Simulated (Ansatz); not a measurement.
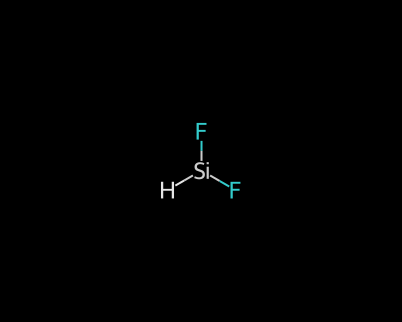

2D structure. State: neutral, doublet.

Give its SMILES.

F[SiH]F

Give the formula, hydrogens included.

F2HSi.

An optimisation with PBE0-D4/def2-TZVP gave a structure of which point group?

Cs.

The parts below concern this one geometry. Atoms keep their numbers from picture to picture. The geometry was computed by an optimisation with PBE0-D4/def2-TZVP.

### Shape

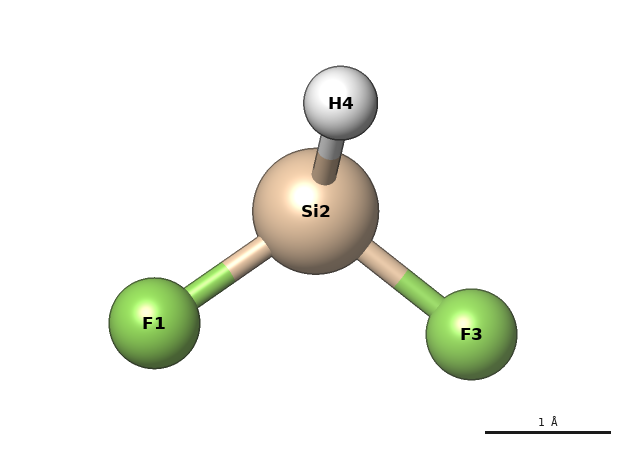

Atoms carry their numbers in the input.

Describe the coordination of atom 2.

Si2 has 3 neighbours (F1 at 1.59, F3 at 1.59, H4 at 1.49 Å); the arrangement is trigonal pyramidal.

### Charges

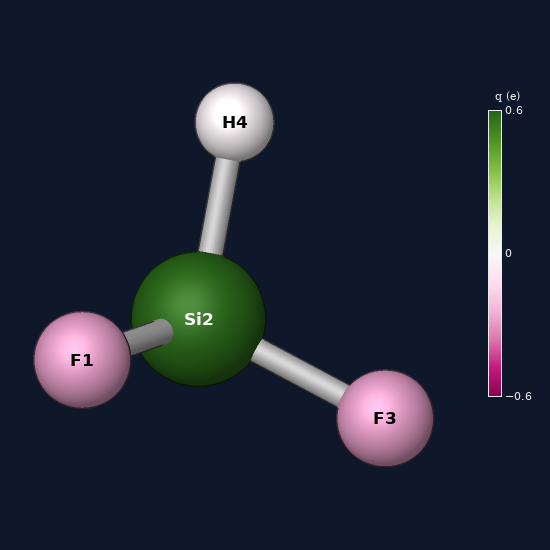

Atoms are coloured by their Mulliken charges. Method: UKS ωB97M-V/def2-TZVPP (Ansatz 0.2.0).

List the Mulliken charges.

```tsv
atom	value (e)
F1	−0.28
Si2	0.58
F3	−0.28
H4	−0.03
```

### Levels of theory compared

Program: Ansatz 0.2.0.

Tabulate HOMO energy (eV) at these levels: B3LYP-D4/def2-TZVPP; BLYP-D4/def2-TZVPP; PBE0-D4/def2-QZVPP; PBE0-D4/def2-TZVPP; r2SCAN0-D4/def2-TZVPP; r2SCANh-D4/def2-TZVPP; revPBE-D4/def2-TZVPP; ωB97M-V/def2-SVP; ωB97M-V/def2-TZVPP; ωB97X-V/def2-TZVPP.

```csv
level,HOMO energy (eV)
B3LYP-D4/def2-TZVPP,−6.70
BLYP-D4/def2-TZVPP,−5.49
PBE0-D4/def2-QZVPP,−7.02
PBE0-D4/def2-TZVPP,−6.98
r2SCAN0-D4/def2-TZVPP,−7.27
r2SCANh-D4/def2-TZVPP,−6.55
revPBE-D4/def2-TZVPP,−5.64
ωB97M-V/def2-SVP,−8.63
ωB97M-V/def2-TZVPP,−8.76
ωB97X-V/def2-TZVPP,−9.19
```

### Vibrations

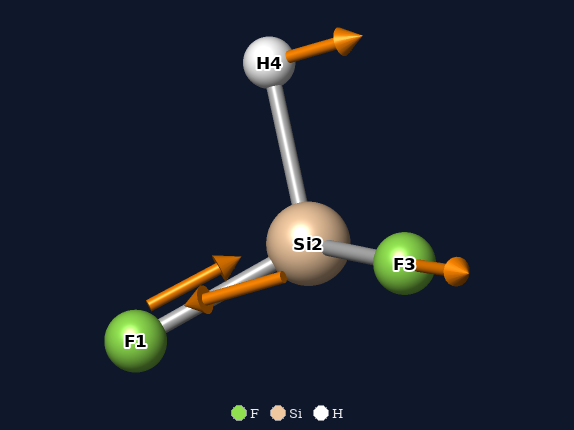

The arrows show one normal mode. Harmonic vibrations computed with UKS PBE0-D4/def2-TZVP (Ansatz 0.2.0) at a stationary point of the same level.

Describe the motion.

Mostly out-of-phase stretching of 2 F–Si bonds.

Estimate its harmonic wavenumber.

939 cm⁻¹; it is mode 5 of 6 counted from the lowest.

Mulliken values depend strongly on the basis set and can even reverse the polarity of a bond.
